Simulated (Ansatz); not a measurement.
Input file:

```
crystal:
  periodic: [false, false, false]
  atoms:
    - { symbol: B, position_ang: [0.0, 0.0, 0.0] }
    - { symbol: "N", position_ang: [0.0, 0.0, 1.55] }
    - { symbol: H, position_ang: [-0.877, -0.2713, 2.08] }
    - { symbol: H, position_ang: [0.877, 0.2713, 2.08] }
    - { symbol: "N", position_ang: [1.3423, 0.0, -0.775] }
    - { symbol: H, position_ang: [1.8089, -0.9179, -1.0268] }
    - { symbol: H, position_ang: [1.7937, 0.9179, -1.0532] }
    - { symbol: "N", position_ang: [-1.3423, 0.0, -0.775] }
    - { symbol: H, position_ang: [-2.0112, -0.8164, -0.6764] }
    - { symbol: H, position_ang: [-1.5914, 0.8164, -1.4036] }
basis:
  gaussian: { orbitals: def2-SVP }
hamiltonian:
  xc: { name: BHLYP }
relax:
  f_tol: 0.02
  max_steps: 40
output:
  orbitals: {}
```

Launched as:

```sh
ansatz run input.yaml --threads 2 --pin off --max-ram 3072MiB --backend cpu --events-out ev --progress --plain --runs-dir out
```

The fields are those of the run's last geometry, not of the input's.

Theory: RKS BHLYP/def2-SVP in Ansatz 0.2.0.

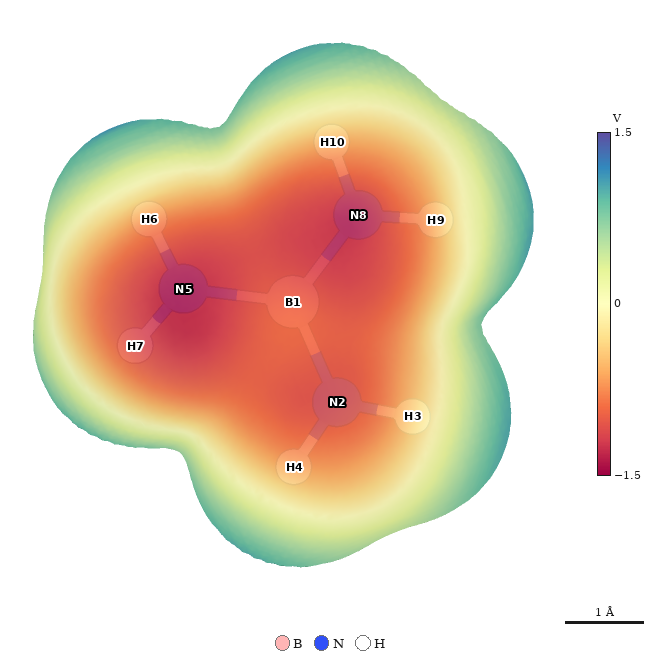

BH6N3. The molecular electrostatic potential painted on the density surface at 0.001 e/bohr³, seen across its widest extent; red is negative and blue positive.

### Where is the surface potential most negative and most positive?

The most negative region (about −1.3 V) lies over N2 and N5, the most positive (about +1.0 V) over the H atoms.
